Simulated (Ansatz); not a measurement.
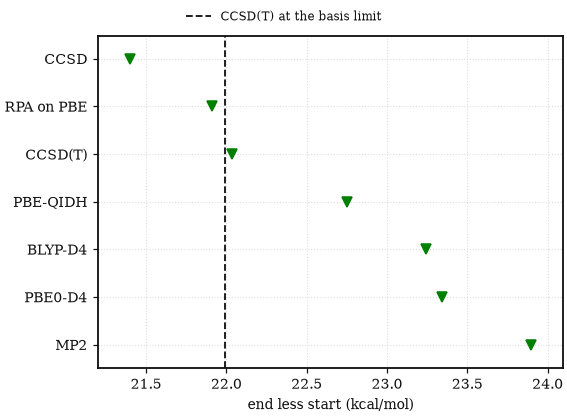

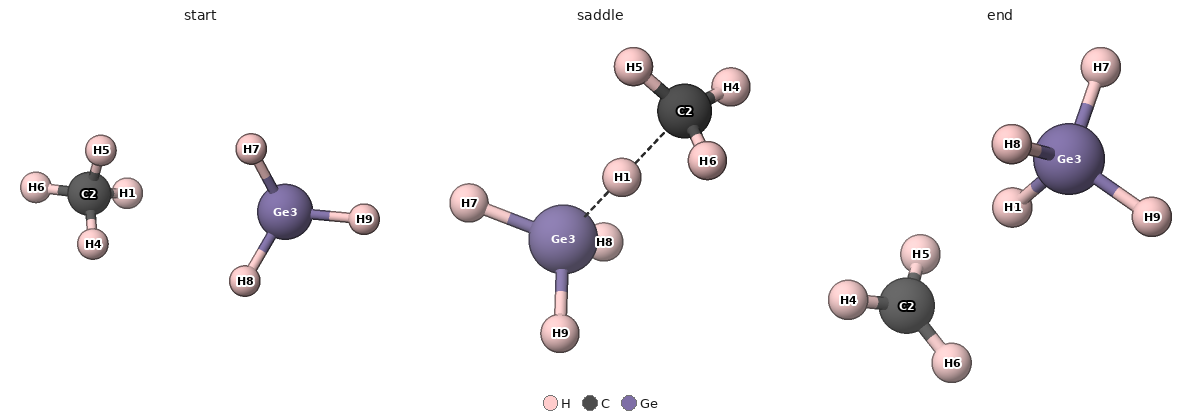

Energy change in one step of CH₇Ge, doublet at several levels. In the step H1–Ge3 (3.55 → 1.62 → 1.54 Å) forms; H1–C2 (1.09 → 1.73 → 2.87 Å) breaks (lengths at start, saddle and end; changes of bond order aren't listed). Electronic energies at PBE0-D4/def2-TZVP geometries, energies in def2-TZVPP, the Ansatz code 0.2.0; cores frozen in correlated methods, no zero-point terms. Start and end are the structures at the ends of the path (complexes, where there are several molecules). On heavy atoms the filled d shell below the valence is correlated. The line is the MP2 basis limit plus CCSD(T) less MP2 in triple zeta. RPA on PBE and PBE-QIDH hold a correlation term that converges slowly with the basis, so part of the distance to the limit is basis error. No dispersion term is added to PBE-QIDH. The distance of CCSD, CCSD(T) and MP2 to the limit includes basis error.

Q: Which level comes closest to the line (CCSD(T) at the basis limit), and which misses most?

A: Closest CCSD(T) (22.0 kcal/mol) and RPA on PBE (21.9 kcal/mol), against 22.0 kcal/mol; farthest MP2 (23.9 kcal/mol).

Q: Give the values.

A:
| level | kcal/mol | less CCSD(T) at the basis limit |
| --- | --- | --- |
| CCSD | 21.4 | −0.6 |
| RPA on PBE | 21.9 | −0.1 |
| CCSD(T) | 22.0 | 0.0 |
| PBE-QIDH | 22.8 | 0.8 |
| BLYP-D4 | 23.2 | 1.3 |
| PBE0-D4 | 23.3 | 1.4 |
| MP2 | 23.9 | 1.9 |
| CCSD(T) at the basis limit | 22.0 | 0.0 |

Limits of at least one run: no scalar relativity up to krypton.
